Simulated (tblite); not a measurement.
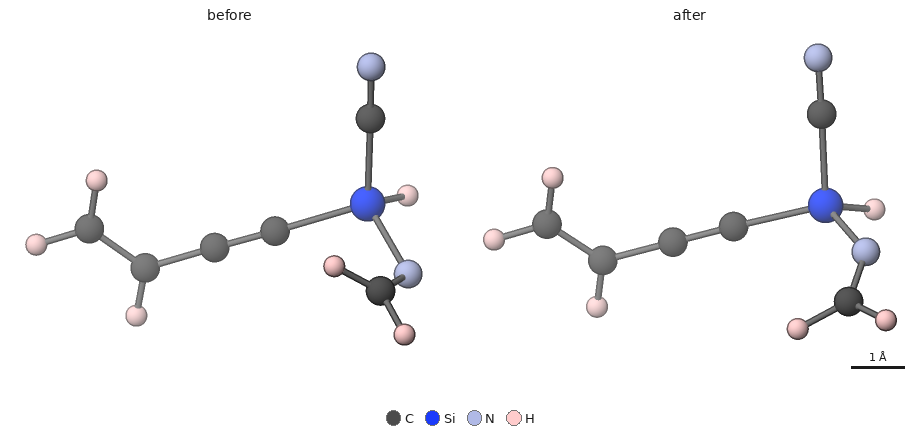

The structure of C₆H₆N₂Si before (left) and after (right) a relaxation, at one scale.

Style: ball-and-stick. Shown at a tilt.

All numbers below come from GFN2-xTB geometry optimisation, gas phase in tblite. 

**Summarise the run.**

An H atom moves most after the best rigid fit: 1.26 Å. Largest moves by element: H 1.26 Å, N 0.63 Å, C 0.29 Å, Si 0.07 Å. Some distances before and after: C–N 1.284 → 1.246 Å, N–Si 1.756 → 1.723 Å, C–Si 1.876 → 1.847 Å, C–C 1.353 → 1.329 Å. Among the angles between lasting bonds that change: Si–N–C 115.9° → 135.4°, C–Si–N 108.1° → 119.4°, C–Si–N 112.5° → 102.0°. Groups turn about N–Si by about 60°. Over 112 geometry steps the energy falls by 0.346 eV. The run took 1.4 s on 1 thread of Arm Neoverse N1 (shared host).
